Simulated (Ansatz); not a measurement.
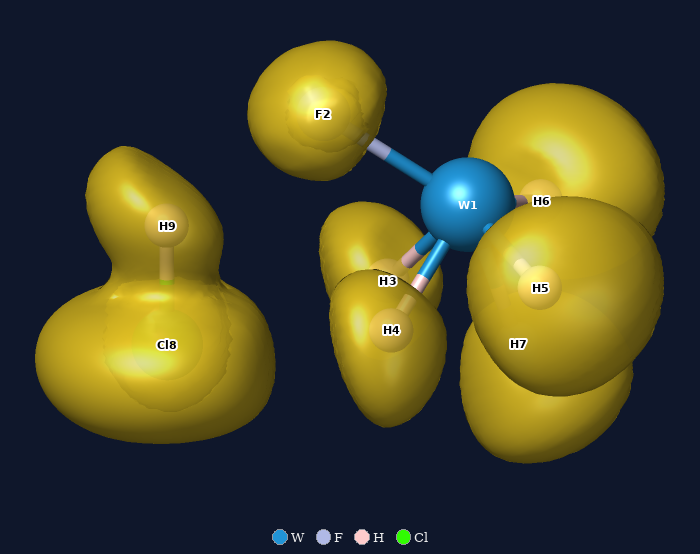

Figure. FH5W···HCl. Isosurface of the ELF at 0.75 (yellow), seen across its widest extent. Only the valence region is drawn (cores and ρ < 0.01 e/Å³ removed).

Core potentials replace the inner electrons of W; not at a stationary point (largest force 1.4 eV/Å).

Theory: RKS PBE/def2-SVP in Ansatz 0.2.0.

The calculation's input:

```
crystal:
  periodic: [false, false, false]
  atoms:
    - { symbol: W, position_ang: [0.0, 0.0, 0.0] }
    - { symbol: F, position_ang: [0.0, 0.0, 2.2] }
    - { symbol: H, position_ang: [1.72, 0.0, 0.0] }
    - { symbol: H, position_ang: [0.0, 1.72, 0.0] }
    - { symbol: H, position_ang: [-1.72, 0.0, 0.0] }
    - { symbol: H, position_ang: [0.0, -1.72, 0.0] }
    - { symbol: H, position_ang: [0.0, 0.0, -1.72] }
    - { symbol: Cl, position_ang: [1.7678, 1.8416, 0.8482] }
    - { symbol: H, position_ang: [0.8742, 0.9107, 2.0396] }
basis:
  gaussian: { orbitals: def2-SVP }
hamiltonian:
  xc: pbe
relax:
  f_tol: 0.15
  max_steps: 25
  restrain:
    - { distance: [0, 7], at: 3.59, k: 30.0 }
    - { distance: [8, 1], at: 2.12, k: 30.0 }
    - { distance: [0, 1], at: 1.85, k: 30.0 }
    - { distance: [8, 7], at: 1.37, k: 30.0 }
output:
  orbitals: {}
```

Launched as:

```sh
ansatz run input.yaml --threads 2 --pin off --max-ram 3072MiB --backend cpu --events-out ev --progress --plain --runs-dir out
```

The fields are those of the run's last geometry, not of the input's.

> Identify the bonds, lone pairs and shells in this picture.

At this value the surface marks out five regions around hydrogen nuclei, one region wrapped around F (its valence shell) and one joined region spread over several atoms (Cl, H), in which their bonds and any lone pairs are merged. Profiles from the grid: F2···H9 (2.11 Å): the ELF dips to about 0.05 between them. W–F (1.88 Å): the ELF peaks at about 0.85 in the valence shell of F, 0.5 Å from its nucleus, and drops to about 0.25 between the two atoms.
